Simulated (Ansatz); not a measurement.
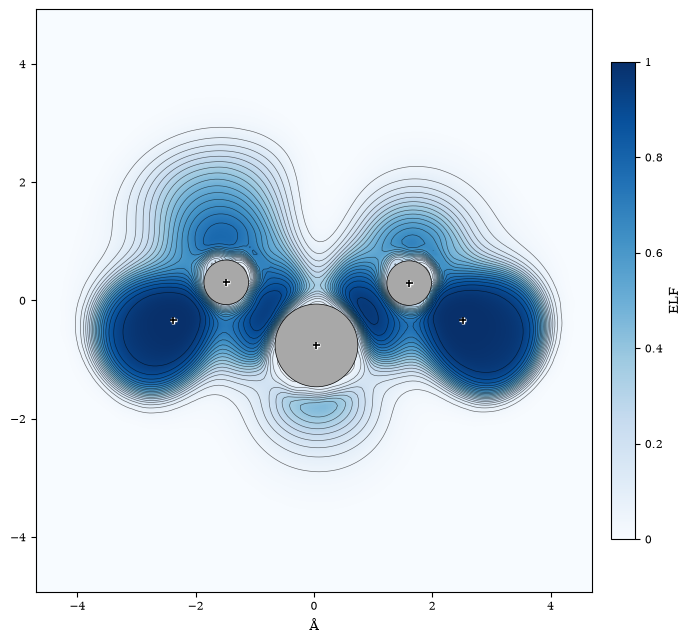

The ELF on a plane through atoms (crosses mark nuclei in the plane; grey discs cover the cores).

These are results of Ansatz 0.2.0, isolated molecule in a Gaussian basis; Kohn-Sham density functional theory, functional PBE0, not measurements.

Candidates:
A. C₂GeN (charge −1)
B. C₂H₈MgSi
C. CuFOTe (triplet)

### Which candidate gave the map?

Candidate B: C₂H₈MgSi on the plane of atoms C1, Si4 and C2, which holds C, Si and H. C–Si (1.86 Å): the ELF peaks at about 0.95 between the atoms: a shared electron pair. C–H (1.10 Å): the ELF climbs to about 1 towards the hydrogen, as it does in any bond to H (a covalent bond by its length).
